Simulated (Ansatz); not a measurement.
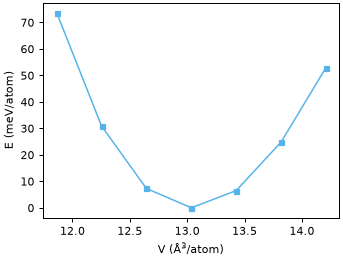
Figure. KTaO₃ (cubic perovskite, Pm-3m) under volume change, plane-wave PAW PBE (Ansatz code), scaled uniformly.

Problem. What does a third-order Birch–Murnaghan fit give for V₀, B₀ and B′?

Solution. V₀ = 13.04 Å³/atom, B₀ = 188 GPa, B′ = 4.5.

Symmetry was held in the PBE relaxation. At this level the phase is dynamically unstable (imaginary phonons). No spin polarisation was allowed. Scalar-relativistic: spin–orbit coupling is off unless named, which matters more the heavier the elements.

Potentials: the later of the program's two PAW sets.
